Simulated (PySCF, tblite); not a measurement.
# C₉H₇F₃: excited states

Wanted: excited states for C₉H₇F₃ (`C=Cc1ccc(C(F)(F)F)cc1`).

Computed with tblite 0.8.0 and PySCF 2.14.0 and routines of our own; the level stands in each step. Atoms count from 0.

## (1) The system as given

19 atoms, charge 0, multiplicity 1; geometry from: force field or distance geometry start.

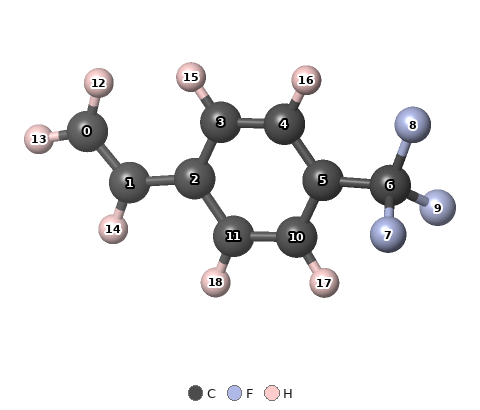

The starting geometry (carbon dark grey, fluorine light blue, hydrogen pink).

## (2) Relaxing the molecule with GFN2-xTB

The job: settings as JSON, then the geometry in Å.

```
{"job": {"kind": "relax", "xc": "GFN2-xTB", "basis": "xTB"}, "charge": 0, "multiplicity": 1}
C      3.446300    -0.589200    -0.475200
C      2.538600     0.389100    -0.532800
C      1.127400     0.181600    -0.290800
C      0.557500    -1.034300    -0.011300
C     -0.822500    -1.118200     0.205500
C     -1.650200    -0.026600     0.116100
C     -3.104500    -0.050100     0.318400
F     -3.386400     0.808200     1.394200
F     -3.587800    -1.341700     0.567200
F     -3.833500     0.464100    -0.734900
C     -1.072400     1.196500    -0.176100
C      0.289000     1.300900    -0.376600
H      3.191500    -1.617800    -0.250200
H      4.496800    -0.335900    -0.664600
H      2.895500     1.384900    -0.743400
H      1.192500    -1.914800     0.076300
H     -1.302700    -2.070200     0.434900
H     -1.668700     2.091800    -0.250800
H      0.683900     2.291000    -0.598200
```

On the command line:

```
> OMP_NUM_THREADS=1 python excited_run.py task.json out
```

This one command runs all jobs of the session in turn.

Standard output:

```text
step      E/eV     max force
  0   -1006.78985    2.165
  1   -1006.98601    1.161
  2   -1007.04862    1.010
  3   -1007.08074    0.567
  4   -1007.10050    0.321
  5   -1007.10705    0.350
  6   -1007.11515    0.203
  7   -1007.11802    0.146
  8   -1007.11971    0.081
  9   -1007.12067    0.081
 10   -1007.12156    0.083
 11   -1007.12235    0.071
 12   -1007.12297    0.057
 13   -1007.12349    0.055
 14   -1007.12411    0.067
 15   -1007.12482    0.075
 16   -1007.12537    0.051
 17   -1007.12566    0.036
 18   -1007.12583    0.037
 19   -1007.12598    0.037
 20   -1007.12613    0.028
 21   -1007.12623    0.020
 22   -1007.12628    0.014
 23   -1007.12632    0.013
 24   -1007.12636    0.014
 25   -1007.12639    0.013
 26   -1007.12642    0.013
 27   -1007.12643    0.011
 28   -1007.12645    0.008
```

It took 0.32 s on 1 thread of AMD EPYC 7R43, shared host.

Along the way:

| step | energy from step 0 (eV) | largest force (eV/Å) |
| --- | --- | --- |
| 0 | 0.0000 | 2.1648 |
| 1 | -0.1962 | 1.1607 |
| 2 | -0.2588 | 1.0099 |
| 3 | -0.2909 | 0.5672 |
| 4 | -0.3107 | 0.3211 |
| 5 | -0.3172 | 0.3504 |
| 6 | -0.3253 | 0.2032 |
| 7 | -0.3282 | 0.1463 |
| 8 | -0.3299 | 0.0806 |
| 9 | -0.3308 | 0.0810 |
| 10 | -0.3317 | 0.0830 |
| 11 | -0.3325 | 0.0709 |
| 12 | -0.3331 | 0.0572 |
| 13 | -0.3336 | 0.0554 |
| 14 | -0.3343 | 0.0673 |
| 15 | -0.3350 | 0.0750 |
| 16 | -0.3355 | 0.0513 |
| 17 | -0.3358 | 0.0364 |
| 18 | -0.3360 | 0.0375 |
| 19 | -0.3361 | 0.0375 |
| 20 | -0.3363 | 0.0279 |
| 21 | -0.3364 | 0.0195 |
| 22 | -0.3364 | 0.0141 |
| 23 | -0.3365 | 0.0133 |
| 24 | -0.3365 | 0.0139 |
| 25 | -0.3365 | 0.0130 |
| 26 | -0.3366 | 0.0128 |
| 27 | -0.3366 | 0.0108 |
| 28 | -0.3366 | 0.0081 |

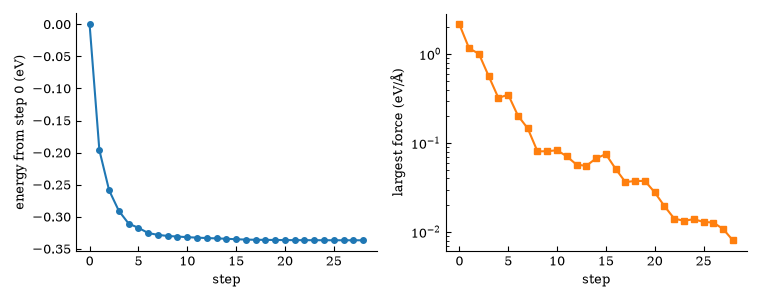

Energy and largest force along the relaxation.

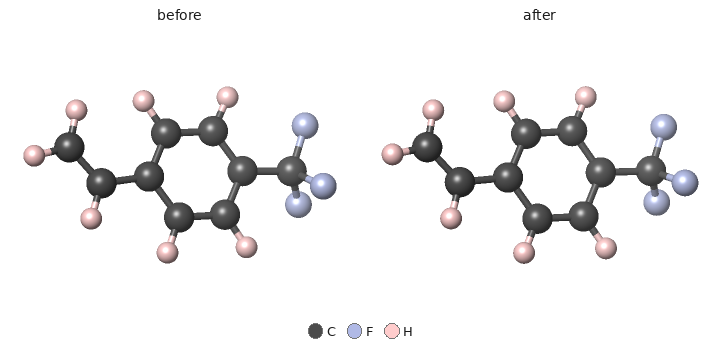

Before and after, at one scale.

Distances of close pairs at the start and the end, largest changes first:

| bond | before (Å) | after (Å) | change (Å) |
| --- | --- | --- | --- |
| C6–F8 | 1.401 | 1.340 | -0.062 |
| C6–F7 | 1.405 | 1.348 | -0.057 |
| C6–F9 | 1.380 | 1.347 | -0.033 |
| C5–C6 | 1.468 | 1.500 | +0.031 |
| C2–C3 | 1.372 | 1.396 | +0.024 |
| C0–H13 | 1.097 | 1.076 | -0.021 |
| C3–C4 | 1.399 | 1.381 | -0.019 |
| C4–C5 | 1.373 | 1.388 | +0.015 |

The next job starts from the end point, and lists it.

## (3) Harmonic vibrations with GFN2-xTB

The job: settings as JSON, then the geometry in Å.

```
{"job": {"kind": "ir", "xc": "GFN2-xTB", "basis": "xTB"}, "charge": 0, "multiplicity": 1}
C      3.475265    -0.591754    -0.476186
C      2.553483     0.362933    -0.521322
C      1.120483     0.204945    -0.300847
C      0.525347    -1.022503    -0.003713
C     -0.836085    -1.121316     0.202935
C     -1.630031     0.013956     0.113740
C     -3.110628    -0.051115     0.342878
F     -3.493639     0.701889     1.393440
F     -3.563205    -1.289037     0.583345
F     -3.811264     0.409184    -0.711805
C     -1.060260     1.245890    -0.185486
C      0.300865     1.333553    -0.390191
H      3.244883    -1.621583    -0.263868
H      4.513453    -0.370628    -0.655163
H      2.861324     1.377666    -0.741959
H      1.129794    -1.912416     0.067910
H     -1.285159    -2.075275     0.432856
H     -1.685708     2.122921    -0.255869
H      0.741278     2.291940    -0.622993
```

Standard output:

```text
mode    cm-1     km/mol
  1      -7.1      0.03
  2      14.5      0.08
  3      82.3      0.67
  4     137.9      1.38
  5     196.4      0.82
  6     233.7      1.08
  7     293.6      6.48
  8     344.3      2.77
  9     365.9      0.01
 10     371.2      5.51
 11     440.2      1.03
 12     473.7      5.59
 13     522.0      2.30
 14     537.4      9.40
 15     566.5     21.38
 16     606.5      0.47
 17     626.5      4.48
 18     696.1      7.23
 19     720.3      0.32
 20     819.5      2.24
 21     822.7     28.66
 22     866.1      0.03
 23     899.4     16.85
 24     913.4      0.25
 25     923.1      0.04
 26     988.8     47.66
 27    1011.6     13.22
 28    1027.3    319.65
 29    1029.9     25.19
 30    1059.7    209.46
 31    1081.5    146.50
 32    1149.5      2.45
 33    1194.1      3.79
 34    1219.2     54.39
 35    1264.1     91.34
 36    1275.5     66.21
 37    1311.9      0.99
 38    1339.9      0.89
 39    1407.3      5.19
 40    1416.3      0.55
 41    1484.0      1.71
 42    1574.7      0.80
 43    1594.9     21.65
 44    1674.3      0.24
 45    3051.8     23.51
 46    3084.1     13.18
 47    3098.7      9.28
 48    3099.1     11.76
 49    3109.5      3.95
 50    3113.9     22.87
 51    3135.1     36.29
```

Run time: 1.1 s. Hardware: 1 thread of AMD EPYC 7R43, shared host.

The strongest bands and the atoms that carry them (share of the mass-weighted mode):

| cm⁻¹ | km/mol | atoms |
| --- | --- | --- |
| 989 | 47.7 | C11 21 %, C3 17 % |
| 1027 | 319.6 | C6 72 %, F7 14 % |
| 1060 | 209.5 | C6 60 % |
| 1082 | 146.5 | C6 39 %, F8 15 % |
| 1219 | 54.4 | C2 23 %, H17 17 %, H16 15 %, H14 11 % |
| 1264 | 91.3 | H15 23 %, C5 14 %, C6 14 %, H16 13 % |
| 1276 | 66.2 | C5 19 %, C6 14 %, H16 13 %, H18 13 % |
| 3135 | 36.3 | H13 46 %, H12 42 % |

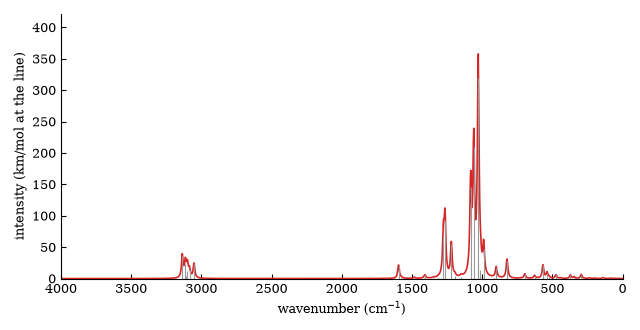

The infrared spectrum from these modes, unscaled. Lines are broadened to a width of 14 cm⁻¹ (Lorentzian).

## (4) Excited states: TDA B3LYP/def2-SVP

Settings changed since step 3:

```diff
@@ -1,2 +1,2 @@
-{"job": {"kind": "ir", "xc": "GFN2-xTB", "basis": "xTB"}, "charge": 0, "multiplicity": 1}
+{"job": {"kind": "states", "xc": "B3LYP", "basis": "def2-SVP", "tda": true, "soc": true, "nstates": 5, "ntriplets": 4, "nquad": 4}, "charge": 0, "multiplicity": 1}
 C      3.475265    -0.591754    -0.476186
```

Level: TDA B3LYP/def2-SVP excited states, vertical, gas phase, spin-orbit mean-field couplings.

Standard output:

```text
coarse grid: 17376 points
cycle   1  E = -645.9249187111  dE =  2.018e+00  |g| = 9.852e-01  |ddm| = 5.600e+00
cycle   2  E = -645.7107695692  dE =  2.141e-01  |g| = 1.520e+00  |ddm| = 2.161e+00
cycle   3  E = -646.1028539918  dE = -3.921e-01  |g| = 1.314e-01  |ddm| = 1.339e+00
cycle   4  E = -646.1060682282  dE = -3.214e-03  |g| = 7.495e-02  |ddm| = 2.404e-01
cycle   5  E = -646.1074855180  dE = -1.417e-03  |g| = 2.338e-02  |ddm| = 1.041e-01
cycle   6  E = -646.1076344530  dE = -1.489e-04  |g| = 5.009e-03  |ddm| = 3.408e-02
cycle   7  E = -646.1076399347  dE = -5.482e-06  |g| = 2.050e-03  |ddm| = 7.515e-03
final grid: 173288 points
cycle   8  E = -646.2141817585  dE = -5.588e-05  |g| = 7.528e-03  |ddm| = 5.772e-02
cycle   9  E = -646.2141664880  dE =  1.527e-05  |g| = 1.119e-02  |ddm| = 2.136e-02
cycle  10  E = -646.2141942242  dE = -2.774e-05  |g| = 1.546e-03  |ddm| = 1.276e-02
cycle  11  E = -646.2141948470  dE = -6.228e-07  |g| = 3.002e-04  |ddm| = 1.781e-03
cycle  12  E = -646.2141948634  dE = -1.642e-08  |g| = 1.510e-04  |ddm| = 4.380e-04
cycle  13  E = -646.2141948687  dE = -5.316e-09  |g| = 3.978e-05  |ddm| = 2.118e-04
cycle  14  E = -646.2141948692  dE = -4.111e-10  |g| = 1.374e-05  |ddm| = 6.279e-05
converged SCF energy = -646.2141948692

Singlet excitations
state   eV       nm        f     d(h-e)  d(exc)  Lambda  PR(NTO)  |dmu|/D   mu/D   main configurations
  1   4.9323   251.4   0.02439   0.097   3.202   0.596   1.923    0.210    3.133   H-1->L 0.48, H->L+1 0.46
  2   5.2911   234.3   0.55337   0.465   3.479   0.831   1.166    0.856    3.793   H->L 0.86
  3   6.2418   198.6   0.22866   1.008   3.743   0.583   1.874    2.673    5.610   H->L+1 0.44, H-1->L 0.32, H-2->L+1 0.13
  4   6.4767   191.4   0.00177   0.058   4.060   0.821   1.905    0.106    2.855   H-2->L 0.64, H->L+2 0.33
  5   6.9065   179.5   0.00005   0.074   3.230   0.518   1.022                     H-3->L 0.97

Triplet excitations (Tamm-Dancoff)
state   eV     d(h-e)  d(exc)  Lambda  PR(NTO)   main configurations
  1   3.1746   0.173   3.045   0.858   1.115   H->L 0.93
  2   4.3346   0.407   2.978   0.599   1.419   H-1->L 0.74, H->L+1 0.17
  3   4.5899   0.259   2.573   0.819   1.513   H-1->L+1 0.58, H->L+1 0.19, H-2->L 0.13
  4   4.7622   0.530   3.047   0.626   1.522   H->L+1 0.61, H-1->L 0.23, H-1->L+1 0.12
S1 - T1 = 1.7577 eV

Spin-orbit couplings |<S|Hso|T>| (cm-1)
             T1       T2       T3       T4
S0        1.051    1.123    0.365    0.217
S1        0.701    0.213    0.750    0.070
S2        0.133    0.145    0.142    0.932
S3        0.022    0.022    0.263    0.153
S4        0.565    0.470    0.122    0.073
S5        0.757    0.736    0.251    0.358
T1 sublevels (cm-1): 0.000 0.000 0.000   radiative rates (1/s): 3.04e-05 1.56e-05 5.81e-05
```

Run time: 48 s. Hardware: 1 thread of AMD EPYC 7R43, shared host; peak memory 0.93 GiB.

In short:

| quantity | value |
| --- | --- |
| S1 less T1 | 1.76 eV |

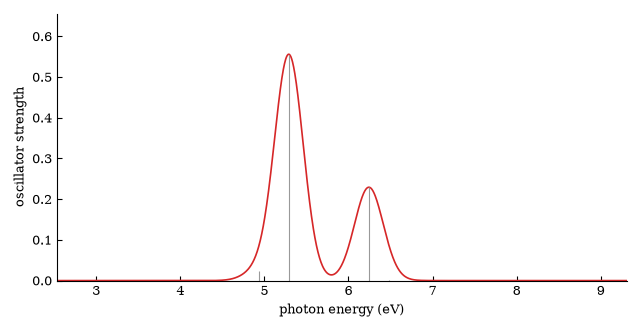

Absorption lines of the singlets. Lines are broadened to a width of 0.40 eV (Gaussian).

## (5) What came out

| quantity | value |
| --- | --- |
| strongest single infrared mode (GFN2-xTB) | 1027 cm⁻¹, 320 km/mol |
| zero-point energy (GFN2-xTB) | 83.3 kcal/mol |
| S1 less T1 (step 4, TDA B3LYP/def2-SVP) | 1.76 eV |

The lowest mode is slightly imaginary (7i cm⁻¹), a soft motion within the noise of the Hessian, so the minimum is not strictly shown. GFN2-xTB is a fitted tight-binding method: band positions and strengths are rough. Its intensities can rank the bands wrongly. In step 4, the number of triplets below S1 is at least 4, and the largest singlet-triplet spin-orbit coupling is S0–T2, 1.12 cm⁻¹.
